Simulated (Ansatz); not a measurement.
# C2H8N2Si (SMILES CNC(=N)[SiH3]): what the fields show

```yaml
atoms:
  - { symbol: C, position_ang: [-1.6687, 1.2803, 0.1406] }
  - { symbol: N, position_ang: [-0.8410, 0.1169, 0.3392] }
  - { symbol: C, position_ang: [0.3922, 0.0287, -0.2287] }
  - { symbol: N, position_ang: [0.7908, 0.9474, -1.0292] }
  - { symbol: Si, position_ang: [1.3861, -1.5439, 0.1409] }
  - { symbol: H, position_ang: [-1.2024, 2.1857, 0.5430] }
  - { symbol: H, position_ang: [-1.8276, 1.4436, -0.9265] }
  - { symbol: H, position_ang: [-2.6305, 1.1197, 0.6273] }
  - { symbol: H, position_ang: [-1.0457, -0.4836, 1.1164] }
  - { symbol: H, position_ang: [1.7130, 0.7395, -1.3987] }
  - { symbol: H, position_ang: [1.0920, -2.5767, -0.8854] }
  - { symbol: H, position_ang: [1.0338, -2.0940, 1.4801] }
  - { symbol: H, position_ang: [2.8285, -1.1984, 0.0958] }
```

Geometry: PBE0-D4/def2-TZVP.

The calculation used Ansatz, RKS PBE0-D4/def2-TZVPP.

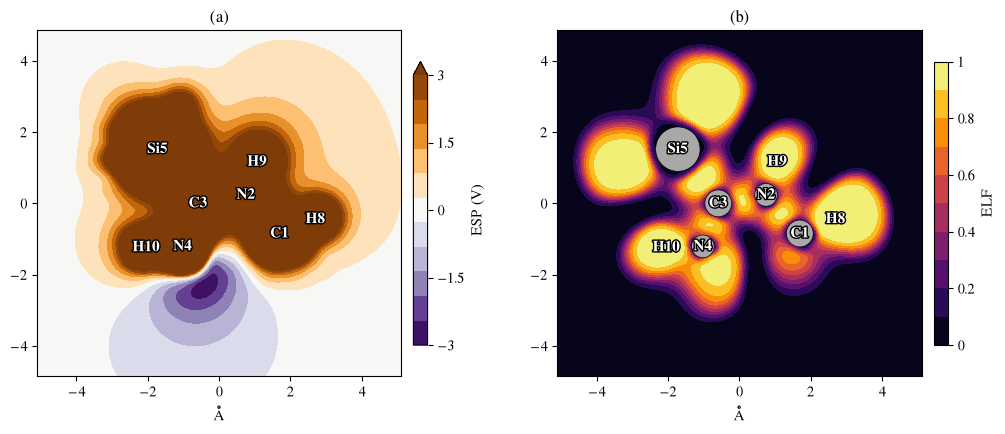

Figure 1. (a) molecular electrostatic potential; (b) ELF on the plane of atoms C3, N4 and H10. Grey discs cover the atomic cores in the ELF map.

Q: What does the map show?

A: Atoms in the plane: C, N, Si and H.
C–N (1.28 Å): the ELF peaks at about 0.90 between the atoms; localised, covalent bonding.
C–Si (1.90 Å): the ELF peaks at about 1 between the atoms (a covalent bond).
N–H (1.00 Å): the ELF climbs to about 1 towards the hydrogen, as it does in any bond to H; a covalent bond by its length.
C–N (1.36 Å): the ELF peaks at about 0.90 between the atoms (a covalent bond).
C–N (1.44 Å): the ELF peaks at about 0.95 between the atoms, as expected for localised, covalent bonding.
The ELF also peaks beside N4, away from the bonds: lone-pair regions.
Outside the dense part of the molecule the potential is most negative (−2.8 V) near N4.

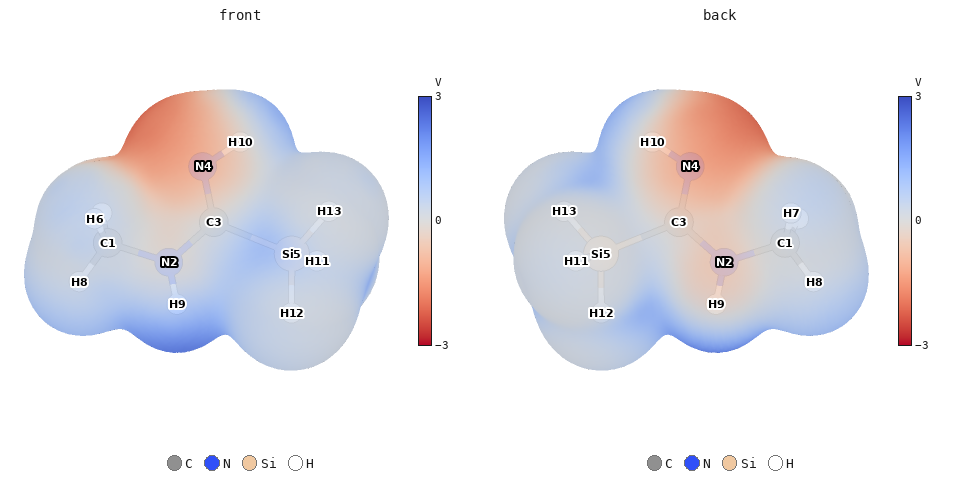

Figure 2. The electrostatic potential painted on the density surface at 0.002 e/bohr³, seen from the front and from behind; the colour scale runs from red (negative) to blue (positive).

Q: Describe the electrostatic potential map.

A: The most negative region (about −2.0 V) lies over N4, the most positive (about +2.2 V) over H9. N4 is the likeliest acceptor of a hydrogen bond.

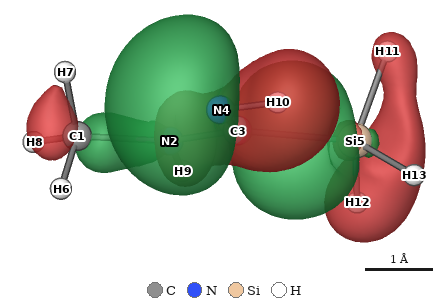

Figure 3. The HOMO−1 at ±0.08 Å⁻³ᐟ² (green and red are the two phases), seen from one side.

Q: Where does this orbital lie, and at what energy?

A: By Hirshfeld shares it lies mainly on N4 (about 60 %), C3 (about 15 %), Si5 (about 10 %) and H10 (about 5 %). Its energy is −7.09 eV.

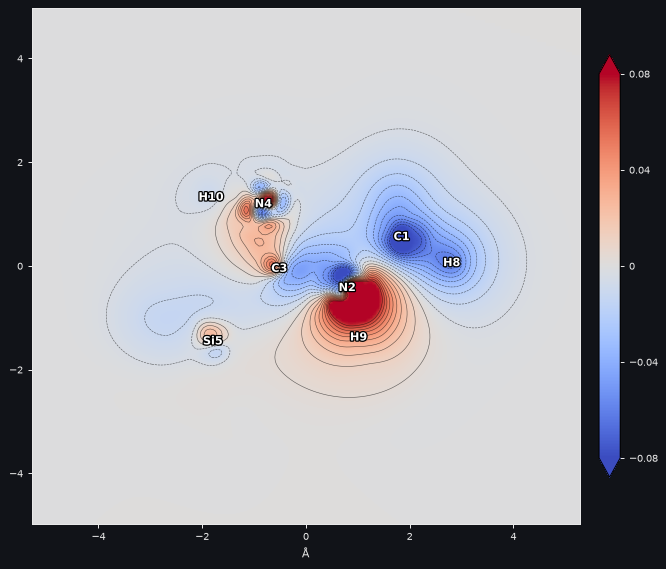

Figure 4. The HOMO on the plane of atoms N2, C3 and N4 (values in Å⁻³ᐟ²; the overall sign is arbitrary).

Q: What is the character of this orbital?

A: It lies mainly on N2 (about 35 %), N4 (about 35 %) and C3 (about 10 %); largely a combination of lone pairs on N2 and N4. Its energy is −6.71 eV.
